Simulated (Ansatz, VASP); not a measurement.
## Cross-check of OsPd between VASP and Ansatz

Wanted: the spread between two codes on one cell, functional and k mesh. The cell is invented: As first built, before any earlier steps moved the atoms: it takes the Pt structure with all of its atoms replaced by other elements, volume scaled by an estimate. It may not be a known or stable phase. The cell comes out of the VASP series on this material, whose earlier steps may have relaxed, scaled or displaced it; both programs get it as it stands.

Calculated with Ansatz 0.2.0; plane waves, with VASP 6.6.1 beside it; band structure at r2SCAN and band structure at r2SCAN, spin-orbit coupling.

## Step 1: The starting structure

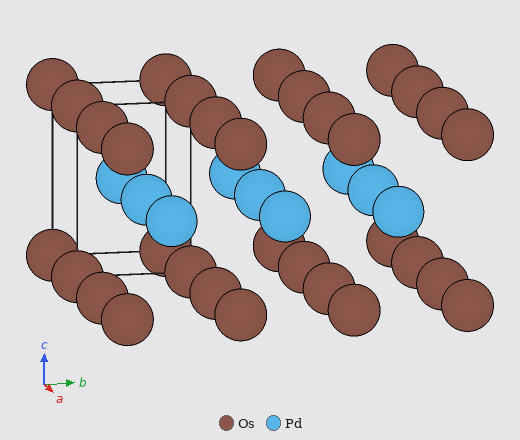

The cell as given, slightly off an axis (osmium brown, palladium blue). 3×3×1 cells are drawn. Some periodic images of atoms are drawn too.

## Step 2: VASP: band structure, r2SCAN

The same path points are solved in both programs, so levels can be compared one by one.

Lines of VASP's logs that name or quote its potential files are left out, and so is its time.

Contents of INCAR:

```
SYSTEM = OsPd
PREC = Accurate
ENCUT = 400
EDIFF = 1E-06
NELM = 100
ISMEAR = 1
SIGMA = 0.2
LREAL = .FALSE.
ALGO = Normal
METAGGA = R2SCAN
LASPH = .TRUE.
NBANDS = 21
LORBIT = 11
LWAVE = .FALSE.
LCHARG = .FALSE.
```

Contents of POSCAR:

```
OsPd
1.0
    2.6771965553      0.0000000000      0.0000000000
    0.0000000000      2.6771965553      0.0000000000
    0.0000000000      0.0000000000      4.0082722566
Os Pd
1 1
Direct
    0.0000000000      0.0000000000      0.0000000000
    0.5000000000      0.5000000000      0.5000000000
```

Contents of KPOINTS:

```
Automatic mesh
0
Gamma
8 8 6
0 0 0
```

Contents of KPOINTS_OPT:

```
Line mode
16
Line-mode
Reciprocal
  0.00000000   0.00000000   0.00000000 GAMMA
  0.00000000   0.50000000   0.00000000 X

  0.00000000   0.50000000   0.00000000 X
  0.50000000   0.50000000   0.00000000 M

  0.50000000   0.50000000   0.00000000 M
  0.00000000   0.00000000   0.00000000 GAMMA

  0.00000000   0.00000000   0.00000000 GAMMA
  0.00000000   0.00000000   0.50000000 Z

  0.00000000   0.00000000   0.50000000 Z
  0.00000000   0.50000000   0.50000000 R

  0.00000000   0.50000000   0.50000000 R
  0.50000000   0.50000000   0.50000000 A

  0.50000000   0.50000000   0.50000000 A
  0.00000000   0.00000000   0.50000000 Z

  0.00000000   0.50000000   0.00000000 X
  0.00000000   0.50000000   0.50000000 R

  0.50000000   0.50000000   0.00000000 M
  0.50000000   0.50000000   0.50000000 A
```

PAW data sets: Os and Pd (PBE family, release 64).

Launch:

```
$ mpirun -np 1 vasp_std
```

Numbers of over 12 decimals in the logs are rounded to 6 here.

The log of the run:

```text
[banner, memory and clock lines left out]
running    1 mpi-ranks, on    1 nodes
 distrk:  each k-point on    1 cores,    1 groups
 distr:  one band on    1 cores,    1 groups

 POSCAR found type information on POSCAR OsPd
 POSCAR found :  2 types and       2 ions
|                                                                             |
|               ----> ADVICE to this user running VASP <----                  |
|                                                                             |
|     You enforced a specific xc type in the INCAR file but a different       |
|     [... a line on the potential file left out ...]
|     I HOPE YOU KNOW WHAT YOU ARE DOING!                                     |
|                                                                             |

 LDA part: xc-table for (None), standard interpolation
 POSCAR, INCAR and KPOINTS ok, starting setup
 FFT: planning ... GRIDC
 FFT: planning ... GRID_SOFT
 FFT: planning ... GRID
 WAVECAR not read
 entering main loop
       N       E                     dE             d eps       ncg     rms          rms(c)
DAV:   1     0.289965311534E+02    0.28997E+02   -0.75159E+03  2720   0.687E+02
DAV:   2    -0.768764572779E+02   -0.10587E+03   -0.95776E+02  2840   0.217E+02
DAV:   3    -0.797184794540E+02   -0.28420E+01   -0.28166E+01  3019   0.341E+01
DAV:   4    -0.797409864642E+02   -0.22507E-01   -0.22464E-01  3504   0.311E+00
DAV:   5    -0.797413401852E+02   -0.35372E-03   -0.35352E-03  2890   0.390E-01    0.177E+01
DAV:   6    -0.751793402420E+02    0.45620E+01   -0.20218E+00  3172   0.129E+01    0.714E+00
DAV:   7    -0.752892569005E+02   -0.10992E+00   -0.34296E-01  3447   0.718E+00    0.386E+00
DAV:   8    -0.751333015255E+02    0.15596E+00   -0.25941E-01  2909   0.643E+00    0.271E+00
DAV:   9    -0.751355433644E+02   -0.22418E-02   -0.16128E-02  2990   0.134E+00    0.234E-01
DAV:  10    -0.751350932587E+02    0.45011E-03   -0.22441E-03  3045   0.495E-01    0.106E-01
DAV:  11    -0.751351292464E+02   -0.35988E-04   -0.36410E-04  2857   0.152E-01    0.380E-02
DAV:  12    -0.751351236440E+02    0.56025E-05   -0.22083E-05  3118   0.496E-02    0.239E-02
DAV:  13    -0.751351272502E+02   -0.36063E-05   -0.82576E-06  2853   0.241E-02    0.318E-03
DAV:  14    -0.751351273205E+02   -0.70209E-07   -0.26296E-07  1530   0.427E-03
   1 F= -.75135127E+02 E0= -.75133395E+02  d E =-.519838E-02
 Start KPOINTS_OPT (optional k-point list driver)
k-point batch [1-60\144]
       N       E                     dE             ncg
DAV:   1     0.134700843920E+05   -0.11413E+05     2608
DAV:   2     0.672923044923E+04   -0.67409E+04     2860
DAV:   3     0.654063550938E+04   -0.18859E+03     3014
DAV:   4     0.653920477237E+04   -0.14307E+01     3457
DAV:   5     0.653918169606E+04   -0.23076E-01     2753
DAV:   6     0.653918115191E+04   -0.54414E-03     3241
DAV:   7     0.653918113706E+04   -0.14855E-04     2744
DAV:   8     0.653918113665E+04   -0.41247E-06     2051
[...]
k-point batch [121-144\144]
       N       E                     dE             ncg
DAV:   1     0.283468760181E+05   -0.13261E+05     1032
DAV:   2     0.257155204128E+05   -0.26314E+04     1113
DAV:   3     0.256397024410E+05   -0.75818E+02     1213
DAV:   4     0.256391149194E+05   -0.58752E+00     1263
DAV:   5     0.256391041911E+05   -0.10728E-01     1091
DAV:   6     0.256391039267E+05   -0.26436E-03     1341
DAV:   7     0.256391039207E+05   -0.60063E-05     1071
DAV:   8     0.256391039205E+05   -0.17433E-06      810
```

From OUTCAR (step 2):

```text
ion  position               nearest neighbor table
   1  0.000  0.000  0.000-   2 2.76   2 2.76   2 2.76   2 2.76   2 2.76   2 2.76   2 2.76   2 2.76

  LATTYP: Found a simple tetragonal cell.
 ALAT       =     2.6771965553
 C/A-ratio  =     1.4971901292

 Subroutine GETGRP returns: Found 16 space group operations
 (whereof 16 operations were pure point group operations)

The static configuration has the point symmetry D_4h.

 Found     60 irreducible k-points:

   k-points           NKPTS =     60   k-points in BZ     NKDIM =     60   number of bands    NBANDS=     21

   dimension x,y,z NGX =    18 NGY =   18 NGZ =   28
   dimension x,y,z NGXF=    36 NGYF=   36 NGZF=   56

   ENCUT  =  400.0 eV  29.40 Ry    5.42 a.u.   4.37  4.37  6.54*2*pi/ulx,y,z

   NELECT =      18.0000    total number of electrons

 k-points in reciprocal lattice and weights: Automatic mesh
   0.00000000  0.00000000  0.00000000       0.003
   0.12500000  0.00000000  0.00000000       0.010
   0.25000000  0.00000000  0.00000000       0.010
   0.37500000  0.00000000  0.00000000       0.010
   0.50000000  0.00000000  0.00000000       0.005
   0.12500000  0.12500000  0.00000000       0.010
   0.25000000  0.12500000  0.00000000       0.021
   0.37500000  0.12500000  0.00000000       0.021
   0.50000000  0.12500000  0.00000000       0.010
[...]
0.50000000  0.37500000  0.50000000       0.010
   0.50000000  0.50000000  0.50000000       0.003

 average (electrostatic) potential at core
       1 -48.1922       2 -76.3344

 E-fermi :   9.7903

 k-point     1 :       0.0000    0.0000    0.0000
  band No.  band energies     occupation
    ...
      4       5.8498      2.00000
      5       6.3465      2.00000
      6       6.3465      2.00000
      7       8.0149      2.00000
      8       8.2094      2.00000
      9      11.2439     -0.00000
     10      11.2439     -0.00000
     11      11.4857     -0.00000
     12      11.5014     -0.00000
     13      20.6299      0.00000
    ...

 k-point     2 :       0.1250    0.0000    0.0000
  band No.  band energies     occupation
    ...
      5       6.0987      2.00000
      6       6.4800      2.00000
      7       7.9933      2.00000
      8       8.1100      2.00000
      9       9.0034      2.00000
     10      10.9442     -0.00000
     11      11.1178     -0.00000
     12      14.0930      0.00000
     13      20.0819      0.00000
     14      22.2121      0.00000
    ...

 k-point     3 :       0.2500    0.0000    0.0000
  band No.  band energies     occupation
    ...
      6       6.8428      2.00000
      7       7.1252      2.00000
      8       7.5082      2.00000
      9       8.7750      2.00000
     10       9.8432      0.56898
     11      10.7703     -0.00000
     12      17.0509      0.00000
     13      18.0592      0.00000
     14      20.9351      0.00000
     15      26.8586      0.00000
    ...

  Total        0.0160008      0.0160008      0.0127458      0.0000000      0.0000000     -0.0000000
  in kB        0.8923469      0.8923469      0.7108201      0.0000000      0.0000000     -0.0000000
  external PRESSURE =       0.8318380 kB  Pullay stress =       0.0000000 kB

  energy-cutoff  :      400.00
  volume of cell :       28.73
      direct lattice vectors                 reciprocal lattice vectors
     2.677196555  0.000000000  0.000000000     0.373525059  0.000000000  0.000000000
     0.000000000  2.677196555  0.000000000     0.000000000  0.373525059  0.000000000
     0.000000000  0.000000000  4.008272257     0.000000000  0.000000000  0.249484051

 POSITION                                       TOTAL-FORCE (eV/Angst)
 -----------------------------------------------------------------------------------
      0.00000      0.00000      0.00000         0.000000      0.000000      0.000000
      1.33860      1.33860      2.00414         0.000000      0.000000      0.000000
 -----------------------------------------------------------------------------------
    total drift:                                0.000000     -0.000000     -0.000000

  FREE ENERGIE OF THE ION-ELECTRON SYSTEM (eV)
  ---------------------------------------------------
  free  energy   TOTEN  =       -75.1351273205 eV

  energy  without entropy=      -75.1299289400  energy(sigma->0) =      -75.13339453

 total charge
# of ion       s       p       d       tot
------------------------------------------
    1        0.629   0.584   5.985   7.197
    2        0.563   0.677   8.482   9.722
--------------------------------------------------
tot          1.192   1.261  14.467  16.920

[... 3 further parts left out ...]
```

The run ends at a pressure of 0.08 GPa.

## Step 3: Ansatz: band structure, r2SCAN

Ansatz runs on its default PAW (the set named soft_2) files.

The same cell, functional, mesh and smearing now go to Ansatz, which takes its cutoff from its data sets.

Contents of input.yaml:

```yaml
crystal:
  lattice:
    - [2.6771965553, 0.0, 0.0]
    - [0.0, 2.6771965553, 0.0]
    - [0.0, 0.0, 4.0082722566]
  atoms:
    - { symbol: Os, position: [0.0, 0.0, 0.0] }
    - { symbol: Pd, position: [0.5, 0.5, 0.5] }
hamiltonian:
  xc: r2scan
  pseudopotentials: { kind: paw }
kpoints:
  mp_grid: { grid: [8, 8, 6] }
  band_path:
    path:
      - [0.0, 0.0, 0.0]
      - [0.0, 0.13333, 0.0]
      - [0.0, 0.3, 0.0]
      - [0.0, 0.46667, 0.0]
      - [0.1, 0.5, 0.0]
      - [0.26667, 0.5, 0.0]
      - [0.43333, 0.5, 0.0]
      - [0.43333, 0.43333, 0.0]
      - [0.26667, 0.26667, 0.0]
      - [0.1, 0.1, 0.0]
      - [0.0, 0.0, 0.03333]
      - [0.0, 0.0, 0.2]
      - [0.0, 0.0, 0.36667]
      - [0.0, 0.0, 0.5]
      - [0.0, 0.16667, 0.5]
      - [0.0, 0.3, 0.5]
      - [0.0, 0.46667, 0.5]
      - [0.1, 0.5, 0.5]
      - [0.26667, 0.5, 0.5]
      - [0.43333, 0.5, 0.5]
      - [0.43333, 0.43333, 0.5]
      - [0.26667, 0.26667, 0.5]
      - [0.1, 0.1, 0.5]
      - [0.0, 0.5, 0.03333]
      - [0.0, 0.5, 0.2]
      - [0.0, 0.5, 0.36667]
      - [0.5, 0.5, 0.0]
      - [0.5, 0.5, 0.16667]
      - [0.5, 0.5, 0.33333]
      - [0.5, 0.5, 0.5]
    npoints: 1
scf:
  occupations: { method: methfessel_paxton, width: 0.2 }
  n_extra_bands: 7
output:
  forces: true
  stress: true
  eigenvalues: true
```

Launch:

```
$ ansatz run input.yaml --threads 2 --pin off --max-ram 4608MiB --backend cpu --events-out ev --progress --plain --runs-dir out
```

The log of the run:

```text
scf.n_extra_bands = 7 over 17 filled bands (N_el = 34.0): the run solves 24 bands
Engine: ansatz 0.2.0, aarch64-unknown-linux-gnu
Pseudopotentials: kind: paw
Pseudopotential: Os, paw, valence charge 16, recommended cutoff 500 eV (meta_gga), Os.paw.azcp
Pseudopotential: Pd, paw, valence charge 18, recommended cutoff 500 eV (meta_gga), Pd.paw.azcp
Functional definition: r2SCAN
  parameter k0 = 0.174
  parameter k1 = 0.065
  parameter a1 = 4.9479
  exchange = r2scan_x(k0 = k0, k1 = k1, a1 = a1)
  correlation = r2scan_c
Crystal: 2 atoms, lattice volume = 28.729 Å³
Basis set: ecut = 500 eV, 691 PW (Γ), exchange–correlation on 80×80×120 points (64 copies of the dense FFT grid, shifted against one another)
Bands: 24, of which v1, the nominal top of the filled ones, is band 17 counted from 1 (16 counted from 0)
Symmetry: 16 space group operations
Space group: P4/mmm (ITA 123), of the structure as read, at distance tolerance 3.1e-5 Å
k-points: 60 of 384
Non-local potential: Os, projectors of the file, l = 0: 3, l = 1: 2, l = 2: 2, l = 3: 1
Non-local potential: Pd, projectors of the file, l = 0: 2, l = 1: 2, l = 2: 2, l = 3: 1
PAW form: soft (Blöchl's): semilocal exchange-correlation on the pseudo side does not see the compensation charge
PAW frozen core: Os, regenerated for the run's functional (the file was generated under x = pbe(κ = 0.804, μ = 0.219515), c = pbe(β = 0.066725))
PAW frozen core: Pd, regenerated for the run's functional (the file was generated under x = pbe(κ = 0.804, μ = 0.219515), c = pbe(β = 0.066725))
PAW one-centre angular grid: Os, 590 points (default); XC on 160 Gauss nodes
PAW one-centre angular grid: Pd, 590 points (default); XC on 160 Gauss nodes
Initial density: superposition of atomic densities (neutral atoms: chi_scale 0, normalization atom), corrected by the library's trained network
Initial wavefunctions: pseudopotential atomic-orbital guess
Functional: x = r2scan, c = r2scan; τ floored in thin density (d = 2e-4 eV/Å³)
SCF iter   1: F=—  HF=-18382.514142 eV  |F-HF|=—  |Δ(HF+E_count)|=         —  Δρ=1.74e-2  dr2=7.48e-2  dr2_τ=2.71e-2  ethr=1.77e-3  ⟨swp⟩=5.0  Hψ=6177  notcnv=0  defer=2
preconditioner: auto → none  [metal: Δε(μ)=0.019 eV  Ē_g=12.409 eV  σ=0.200 eV  W_gap=0.08  n_scr=6 (ndim 8)  ℏωp=29.4 eV  f_vac=0.000  D(μ)=2.12/eV (n_scr^D=20)  sad-step TF]
SCF iter   2: F=—  HF=-18382.535927 eV  |F-HF|=—  |Δ(HF+E_count)|=   2.18e-2  S|Δr|=    0.00e0  Δρ=1.02e-2  dr2=1.23e-2  dr2_τ=3.50e-3  ethr=2.20e-4  ⟨swp⟩=1.1  Hψ=1923  notcnv=0  defer=3
SCF iter   3: F=—  HF=-18382.539253 eV  |F-HF|=—  |Δ(HF+E_count)|=   3.33e-3  S|Δr|=    0.00e0  Δρ=8.35e-3  dr2=3.61e-2  dr2_τ=3.12e-3  ethr=3.62e-5  ⟨swp⟩=2.6  Hψ=2179  notcnv=0  defer=3  recentre
SCF iter   4: F=—  HF=-18382.535613 eV  |F-HF|=—  |Δ(HF+E_count)|=   3.64e-3  S|Δr|=    0.00e0  Δρ=4.67e-3  dr2=2.43e-3  dr2_τ=2.59e-4  ethr=3.62e-5  ⟨swp⟩=2.2  Hψ=1676  notcnv=0  defer=3
SCF iter   5: F=—  HF=-18382.535603 eV  |F-HF|=—  |Δ(HF+E_count)|=   9.85e-6  S|Δr|=    0.00e0  Δρ=5.91e-4  dr2=4.28e-5  dr2_τ=5.87e-6  ethr=7.14e-6  ⟨swp⟩=2.6  Hψ=2262  notcnv=0  defer=3
SCF iter   6: F=—  HF=-18382.535653 eV  |F-HF|=—  |Δ(HF+E_count)|=   5.00e-5  S|Δr|=    0.00e0  Δρ=2.02e-4  dr2=5.48e-6  dr2_τ=9.13e-7  ethr=1.26e-7  ⟨swp⟩=2.5  Hψ=2289  notcnv=0  defer=3
SCF iter   7: F=—  HF=-18382.535660 eV  |F-HF|=—  |Δ(HF+E_count)|=   6.89e-6  S|Δr|=    0.00e0  Δρ=6.19e-5  dr2=8.68e-7  dr2_τ=7.19e-8  ethr=1.61e-8  ⟨swp⟩=2.3  Hψ=1972  notcnv=0  defer=3
SCF iter   8: F=—  HF=-18382.535660 eV  |F-HF|=—  |Δ(HF+E_count)|=   1.45e-7  S|Δr|=    0.00e0  Δρ=1.83e-5  dr2=1.37e-7  dr2_τ=8.48e-9  ethr=2.55e-9  ⟨swp⟩=2.1  Hψ=1668  notcnv=0  defer=3
SCF iter   9: F=-18382.535660 eV  HF=-18382.535660 eV  |F-HF|=4.73e-11  |Δ(HF+E_count)|=   2.12e-8  S|Δr|=    0.00e0  Δρ=4.32e-6  dr2=4.42e-9  dr2_τ=2.03e-10  ethr=2.94e-10  ⟨swp⟩=7.8  Hψ=5103  notcnv=0
SCF 1 converged in 9 iterations: F = -18382.535660 eV  dr2 = 4.42e-9
  greatest PAW one-centre occupation: 1.003 electrons in one spin orbital (limit 2), on the Pd atom at site 1 (counted from 0), in its partial waves of l = 0
NSCF: frozen V_eff on 30 k-points
SCF converged after 9 iterations
Stability not checked: this state was not tested for a lower state beside it, because cold or Methfessel-Paxton smearing, or corrected tetrahedra, fill the levels in a way that the test cannot read (fill_not_monotonic; see scf.lower_state_search)
Free energy (F): -18382.535660 eV
Harris-Foulkes:  -18382.535660 eV  (|F-HF|=4.73e-11)
Internal energy: -18382.530633 eV  (E = F + TS)
E sigma→0 (E₀):  -18382.534404 eV
Entropy (-TS):   -0.005027 eV (-2.514 meV/atom)
Fermi energy:    23.001368 eV
--- Per-component energies (eV) ---
  E_band       = -234.153925
  E_kinetic    = 1077.978764
  E_local      = -2545.240162  (includes V_loc(G=0)·N_el)
  E_nonlocal   = 214.872766
  E_hartree    = 1046.122070
  E_xc         = -413.160694
  E_vxc        = -546.844314  (∫ρ·V_xc dr)
  E_paw        = -12810.081496  (= ΣΔE_a)
  E_vpaw       = -562.792509  (= ΣTr[D̂ρ^β])
  E_aug_tail   = -0.000016  (compensation charges beyond the density's cutoff)
  E_vtau       = 35.629830  (kinetic-family band-sum trace: ∫τ·v_τ [+ j·A + Jᵃ·Aᵃ] dr)
  E_ewald      = -4952.184766
  E_core_change = -0.837099  (= ΣΔE_core)
  E_smearing   = -0.005027  (= −TS)
  E_closure    = 0.000000  (closes the sum)
  Σ components = -18382.535660   (vs F -18382.535660, Δ=0.00e0)
--- Forces (eV/Å), atoms counted from 1 ---
  atom   1  Os    -0.00000000     0.00000000     0.00000000
  atom   2  Pd     0.00000000     0.00000000     0.00000000
  max |Σ_I F_I| component: 2.17e-30 eV/Å
--- Stress (GPa, compression-positive) ---
       -0.702082       0.000000       0.000000
        0.000000      -0.702082       0.000000
        0.000000       0.000000      -0.416359
  P = ⅓ Tr σ = -0.6068 GPa (-6.068 kbar)
--- Band table (eV; the first three rows and the last of 60) ---
  k-point 0: bands = [... 13 lower, 19.5430, 21.2179, 21.3957, 24.4698, 24.4698, 24.6882, 24.7196, 33.8376, ... 3 higher]
  k-point 1: bands = [... 13 lower, 19.7077, 20.9053, 21.4242, 23.4652, 24.0628, 24.0628, 24.6733, 35.4682, ... 3 higher]
  k-point 2: bands = [... 13 lower, 20.1282, 20.1293, 21.4679, 21.4836, 23.2114, 23.2114, 24.5789, 38.4507, ... 3 higher]
  k-point 59: bands = [... 13 lower, 19.0362, 20.3789, 22.3855, 22.6785, 26.6043, 31.6761, 31.6761, 32.9799, ... 3 higher]
```

The job ended after 3.1 s (2 threads of Arm Neoverse V2, shared host; peak memory 0.38 GiB; 6 s of CPU time).

## Step 4: Differences

Known differences besides the PAW data sets themselves: VASP keeps PBE cores, Ansatz makes them for the functional; the data sets hold 34 valence electrons in Ansatz (default PAW (the set named soft_2) files) and 18 in VASP; the cutoff is 500 eV in Ansatz and 400 eV in VASP. Total energies have different zeros and are not compared.

The two programs side by side:

```
      quantity  Ansatz  VASP  difference
pressure (GPa)   -0.61  0.08       -0.69
```

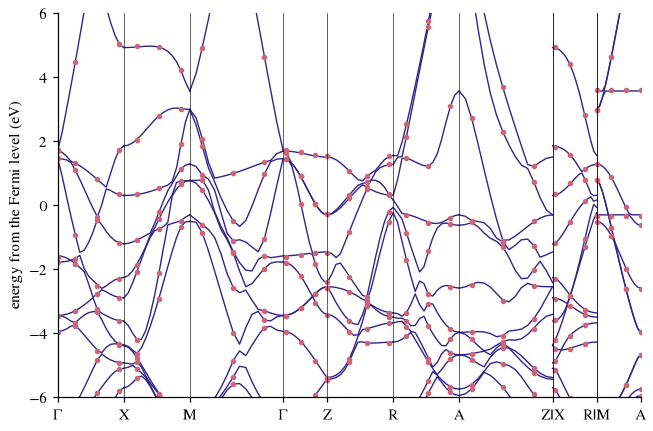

Bands from VASP (lines) and levels from Ansatz (dots). Dots without a line are higher empty bands that the VASP plot leaves out.

Levels from 3 eV below to 2 eV above the Fermi level differ by 16 meV r.m.s. and 33 meV at most; each VASP level is matched to the nearest of Ansatz, which flatters the figure a little. Ansatz's pressure holds a Pulay correction of 0.19 GPa; VASP's holds none.

(Part 1 of 2 ends here.)

[Lines on the potential files, build, host, timing and source positions are cut from VASP's logs without a mark.]

[Logs are printed without paths, hosts, clocks, repeated set-up lines and the standing remarks that a program may print on its own settings, such as how far it seeks lower states.]

[Hosts, paths, dates, database ids (printed as entryN), source tags and the programs' standing remarks are cut or masked in the printed files.]
